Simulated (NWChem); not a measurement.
# C2H2FSi (SMILES C#C[SiH]F) at UHF/STO-3G

Aim: the vertical electron affinity of C2H2FSi at UHF/STO-3G, from 2 runs. 

Program for the calculation: NWChem 7.3.0.

1 further run of the same task is left out (set aside as unsound or not needed). Runs told in other sessions of the task aren't counted.

## 1. Starting point

C2H2FSi has 6 atoms, charge 0, and is taken as a doublet. As SMILES, `C#C[SiH]F`. The coordinates come from a PBE0-D4/def2-TZVP relaxation.

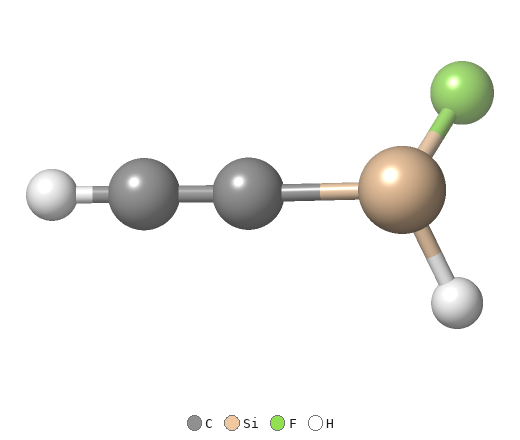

Viewed from a chosen angle; carbon grey, silicon light orange, fluorine green, hydrogen white.

## 2. Energy and gradient at UHF/STO-3G

Input file nw.nw:

```
start nw
title "C2H2FSi"
memory stack 880 mb heap 220 mb global 1100 mb

geometry noautosym nocenter noautoz
  C     0.118100   -0.680000   -1.605700
  C     0.120400   -0.213700   -0.490100
  Si    0.338300    0.466700    1.168800
  F    -0.478000   -0.412300    2.226800
  H     0.100300   -1.089200   -2.590300
  H    -0.157100    1.864400    1.244300
end

basis spherical bse
  * library STO-3G
end

scf
  doublet
  uhf
  thresh 1e-08
  maxiter 80
  print medium
end

task scf gradient
```

Started as:

```bash
nwchem nw.nw > nw.out
```

The log of the run, cut to the lines that bear on the results:

```text
[...]
  functions       =    26
[...]
  wavefunction    = UHF
[...]
         Total SCF energy =   -459.504613309075
      One electron energy =   -900.082382842499
      Two electron energy =    310.001759374239
 Nuclear repulsion energy =    130.576010159185
                       Sz =      0.5000
                 Sz(Sz+1) =      0.7500
                      S^2 =      0.9912
[...]
                         UHF ENERGY GRADIENTS
    atom               coordinates                        gradient
                 x          y          z           x          y          z
   1 C       0.223177  -1.285014  -3.034333   -0.000062  -0.013561  -0.032675
   2 C       0.227523  -0.403834  -0.926155    0.002701   0.010476   0.029507
   3 Si      0.639294   0.881935   2.208712   -0.007534  -0.035327   0.010380
   4 F      -0.903289  -0.779134   4.208042    0.011977   0.011248  -0.011878
   5 H       0.189540  -2.058290  -4.894957   -0.000104   0.000186   0.000295
   6 H      -0.296876   3.523205   2.351386   -0.006979   0.026978   0.004371
[...]
```

Run time: 4.5 s. Hardware: 1 thread of Intel Xeon Platinum 8375C at 2.90GHz (Ice Lake), shared host; peak memory 0.098 GiB.

## 3. The singlet anion: the energy at HF/STO-3G

Input file c2h2fsi.nw:

```
START c2h2fsi
memory 2200 mb
charge -1
GEOMETRY units angstrom noautosym nocenter noautoz
   C      0.118100    -0.680000    -1.605700
   C      0.120400    -0.213700    -0.490100
   Si     0.338300     0.466700     1.168800
   F     -0.478000    -0.412300     2.226800
   H      0.100300    -1.089200    -2.590300
   H     -0.157100     1.864400     1.244300
END
BASIS spherical bse
   * library STO-3G
END
SCF
   thresh 1e-08
   maxiter 80
END
TASK scf energy
```

Started as:

```bash
nwchem c2h2fsi.nw > c2h2fsi.out
```

The log of the run, cut to the lines that bear on the results:

```text
[...]
  functions       =    26
[...]
  wavefunction    = RHF
[...]
         Total SCF energy =   -459.326639461480
      One-electron energy =   -911.586391493974
      Two-electron energy =    321.683741873309
 Nuclear repulsion energy =    130.576010159185
        Time for solution =      1.0s
[...]
```

Wall time 1.6 s (1 thread of Intel Xeon Platinum 8375C at 2.90GHz (Ice Lake), shared host); peak memory 0.098 GiB.

## 4. Summary of results

At UHF/STO-3G:

| quantity | value |
| --- | --- |
| doublet C2H2FSi: total energy | -459.50461 Eh |
| doublet C2H2FSi: dipole moment | 1.38 D |
| doublet C2H2FSi: HOMO energy (highest over α and β) | -6.67 eV |
| doublet C2H2FSi: LUMO energy (lowest over α and β) | 5.52 eV |
| doublet C2H2FSi: ⟨S²⟩ | 0.991 |
| doublet C2H2FSi: largest force on an atom | 1.933 eV/Å |
| singlet anion: total energy | -459.32664 Eh |
| singlet anion: HOMO energy | 4.10 eV |
| singlet anion: LUMO energy | 16.92 eV |
| singlet anion: HOMO–LUMO gap (to an unbound level, set by the basis) | 12.82 eV |
| vertical electron affinity (to the singlet anion) | -4.843 eV |

In words: The anion lies 4.84 eV (112 kcal/mol) above the neutral: the electron isn't bound at this level, and such a value depends on the basis. Without diffuse functions anions come out too high. Hartree–Fock misses the correlation that binds many anions. The largest force (doublet C2H2FSi) is 1.93 eV/Å: the shape isn't a stationary point for this species at this level. In a minimal basis such a difference can be off by several eV, whatever the method. ⟨S²⟩ (doublet C2H2FSi) is 0.99 where a pure doublet has 0.75: the reference is spin-contaminated. The HOMO (singlet anion) lies at positive energy, 4.10 eV: the electron is unbound at this level or held by a compact basis; values depend on the basis.
